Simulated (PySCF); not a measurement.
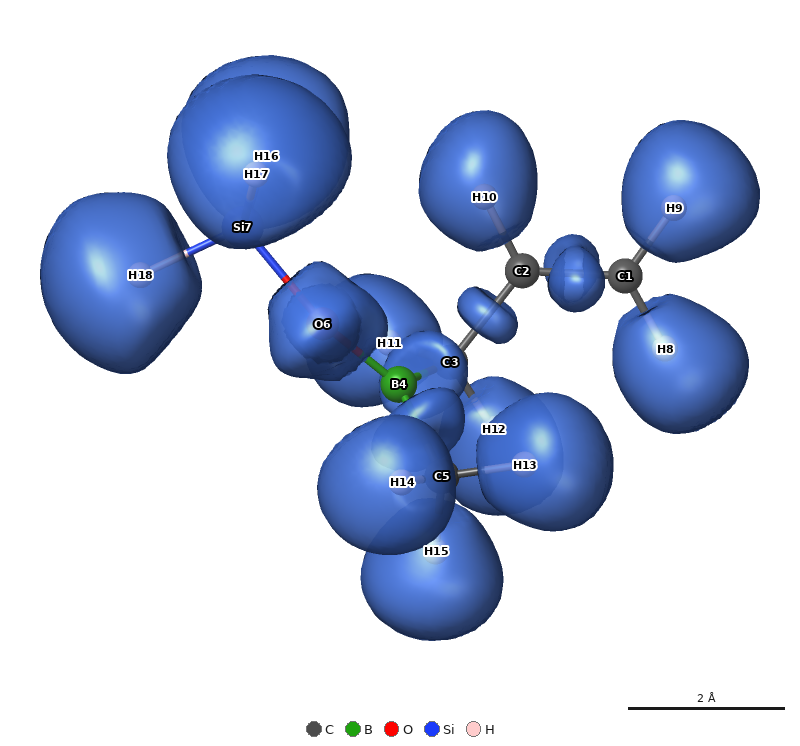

The picture shows: C$_{4}$H$_{11}$BOSi (SMILES C=CCB(C)O[SiH3]). Isosurface of the electron localisation function at 0.8 (blue), seen at an oblique angle. Core shells and regions of very low density are left out.

Geometry: GFN2-xTB.

These are results of PBE0/pcSseg-1, SCF density, gas phase, non-relativistic in PySCF, not measurements.

Input

```
{"job": {"kind": "nmr", "xc": "PBE0", "basis": "pcSseg-1"}, "charge": 0, "multiplicity": 1}
C     -2.760050     0.521924     0.069027
C     -1.568757     0.367534     0.619182
C     -0.716727    -0.854641     0.483079
B      0.555133    -0.491883    -0.435076
C      0.581553    -0.924626    -1.963854
O      1.556573     0.204704     0.075860
Si     2.332420     1.026982     1.224333
H     -3.221521    -0.261728    -0.509568
H     -3.327649     1.430808     0.177580
H     -1.127581     1.174190     1.191757
H     -0.375541    -1.154050     1.476777
H     -1.309962    -1.666672     0.063816
H     -0.272030    -0.497148    -2.486891
H      1.483834    -0.604592    -2.478060
H      0.498750    -2.004186    -2.072044
H      1.483770     1.294788     2.390367
H      2.720895     2.274517     0.569782
H      3.458131     0.170397     1.592275
```

Command:

```sh
OMP_NUM_THREADS=1 python probes_run.py task.json out
```

**Identify the bonds, lone pairs and shells in this picture.**

The ELF exceeds this value in two regions between bonded B–C atoms (shared pairs), two regions between bonded C–C atoms (shared pairs), eleven regions around hydrogen nuclei and one region on O in which the atom's valence shell and bonds are merged. Profiles from the grid: C–C (1.32 Å): the ELF peaks at about 0.95 between the atoms: a multiple bond. B–O (1.32 Å): the ELF peaks at about 0.90 between the atoms, as expected for a short, strongly polar bond.
